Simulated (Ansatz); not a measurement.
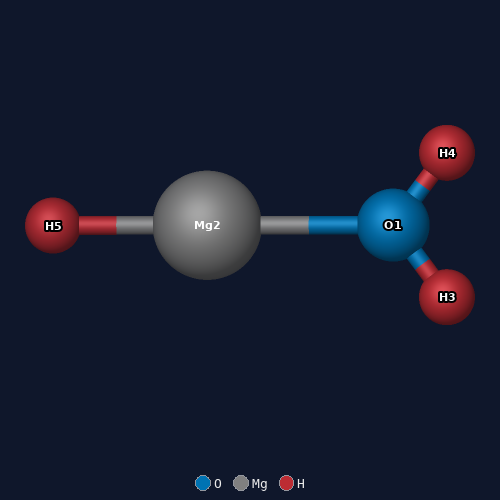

The system is H3MgO, SMILES [OH2+][MgH], charge +1; the picture shows the reference structure. 
- The first coordinate is: umbrella angle at O1 (between each of its bonds and their common axis; 90 is planar); the second: change of the bonds O1–Mg2, O1–H3, O1–H4, all alike.
- Nothing is relaxed (all other coordinates rigid).
- The grid has 15 × 15 points; 120 points were computed and 105 follow by symmetry.
- Points are written as (first, second).
- Energies are in kcal/mol, from the relaxed molecule at the same level.
- All numbers below come from RKS PBE0-D4/def2-TZVP in Ansatz.

Its coordinates:

```xyz
5

O    -0.2132   -0.8524    0.1957
Mg    0.2605    1.0412   -0.2395
H    -0.5065   -1.1934    1.0522
H    -0.1942   -1.6074   -0.4089
H     0.6534    2.6119   -0.5996
```

Range: umbrella angle at O1 (between each of its bonds and their common axis; 90 is planar) from 66.0 to 114.0°; change of the bonds O1–Mg2, O1–H3, O1–H4, all alike from −0.144 to 0.223 Å.

Predict the map.

Answer. The lowest grid point is at (90.0°, 0.013 Å), 0.21 kcal/mol from the relaxed molecule at the same level. It is the only kind of minimum in the scanned range. The highest grid point, (66.0°, −0.144 Å), lies 50.6 kcal/mol above the lowest. Round the minimum the two coordinates are nearly uncoupled.

| second ↓, first → | 66.0 | 69.4 | 72.9 | 76.3 | 79.7 | 83.1 | 86.6 | 90.0 | 93.4 | 96.9 | 100.3 | 103.7 | 107.1 | 110.6 | 114.0 |
| --- | --- | --- | --- | --- | --- | --- | --- | --- | --- | --- | --- | --- | --- | --- | --- |
| 0.223 | 42.8 | 41.5 | 40.7 | 40.3 | 40.2 | 40.3 | 40.3 | 40.3 | 40.3 | 40.3 | 40.2 | 40.3 | 40.7 | 41.5 | 42.8 |
| 0.197 | 36.1 | 34.7 | 33.8 | 33.3 | 33.1 | 33.1 | 33.1 | 33.1 | 33.1 | 33.1 | 33.1 | 33.3 | 33.8 | 34.7 | 36.1 |
| 0.171 | 29.8 | 28.2 | 27.2 | 26.6 | 26.3 | 26.2 | 26.2 | 26.2 | 26.2 | 26.2 | 26.3 | 26.6 | 27.2 | 28.2 | 29.8 |
| 0.144 | 23.9 | 22.1 | 20.9 | 20.2 | 19.9 | 19.7 | 19.6 | 19.6 | 19.6 | 19.7 | 19.9 | 20.2 | 20.9 | 22.1 | 23.9 |
| 0.118 | 18.8 | 16.9 | 15.6 | 14.7 | 14.3 | 14.0 | 13.9 | 13.9 | 13.9 | 14.0 | 14.3 | 14.7 | 15.6 | 16.9 | 18.8 |
| 0.092 | 14.6 | 12.4 | 10.9 | 10.0 | 9.4 | 9.1 | 8.9 | 8.9 | 8.9 | 9.1 | 9.4 | 10.0 | 10.9 | 12.4 | 14.6 |
| 0.066 | 11.2 | 8.9 | 7.3 | 6.2 | 5.5 | 5.1 | 4.9 | 4.8 | 4.9 | 5.1 | 5.5 | 6.2 | 7.3 | 8.9 | 11.2 |
| 0.039 | 9.0 | 6.5 | 4.6 | 3.4 | 2.6 | 2.1 | 1.9 | 1.8 | 1.9 | 2.1 | 2.6 | 3.4 | 4.6 | 6.5 | 9.0 |
| 0.013 | 8.2 | 5.5 | 3.5 | 2.1 | 1.2 | 0.6 | 0.3 | 0.2 | 0.3 | 0.6 | 1.2 | 2.1 | 3.5 | 5.5 | 8.2 |
| −0.013 | 9.1 | 6.1 | 3.9 | 2.4 | 1.4 | 0.7 | 0.3 | 0.2 | 0.3 | 0.7 | 1.4 | 2.4 | 3.9 | 6.1 | 9.1 |
| −0.039 | 11.9 | 8.7 | 6.3 | 4.6 | 3.4 | 2.7 | 2.3 | 2.1 | 2.3 | 2.7 | 3.4 | 4.6 | 6.3 | 8.7 | 11.9 |
| −0.066 | 17.2 | 13.7 | 11.1 | 9.3 | 8.0 | 7.1 | 6.6 | 6.5 | 6.6 | 7.1 | 8.0 | 9.3 | 11.1 | 13.7 | 17.2 |
| −0.092 | 25.0 | 21.3 | 18.5 | 16.5 | 15.0 | 14.1 | 13.5 | 13.4 | 13.5 | 14.1 | 15.0 | 16.5 | 18.5 | 21.3 | 25.0 |
| −0.118 | 36.0 | 32.1 | 29.0 | 26.8 | 25.2 | 24.2 | 23.6 | 23.4 | 23.6 | 24.2 | 25.2 | 26.8 | 29.0 | 32.1 | 36.0 |
| −0.144 | 50.8 | 46.6 | 43.3 | 40.9 | 39.2 | 38.0 | 37.3 | 37.1 | 37.3 | 38.0 | 39.2 | 40.9 | 43.3 | 46.6 | 50.8 |

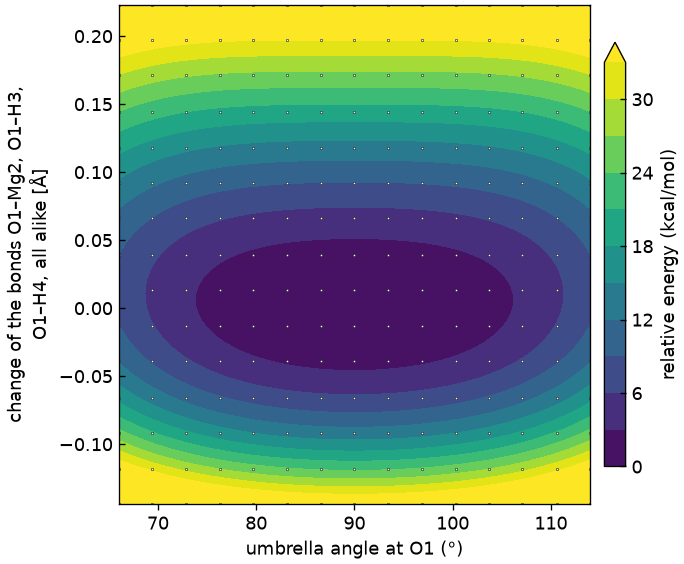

Drawn: filled contours, dots at the grid points, one colour for all values above the top of the scale. Between grid points the surface is interpolated.

Time for the 120 points that were run: 4.6 min on 1 thread of Arm Neoverse N1, on a shared host.
